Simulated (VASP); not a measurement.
Band structure of ZnO (wurtzite). All values below come from vdW-DF-cx, VASP's PBE PAW potentials (set 64) (plane waves; VASP).

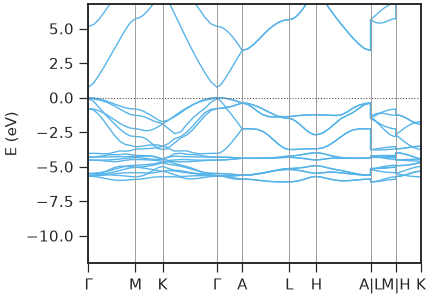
Bands along high-symmetry lines, zero at the valence-band maximum or, without a gap, the Fermi level

### Question
Read the plot: is there a gap, and where are the band edges?

### Answer
The gap is direct, 0.75 eV, from the valence maximum at Γ to the conduction minimum at Γ. (Edges off the drawn lines would not show.)

Measured: gap 3.60 eV (computed value off by -2.85 eV), as given by Wei Chen et al., Physical Review Materials (2018), doi:10.1103/physrevmaterials.2.073803 [zero-point renormalisation of 0.16 eV added back (the table's ZPR column)].

The compound is ZnO in the wurtzite structure. It was relaxed first.
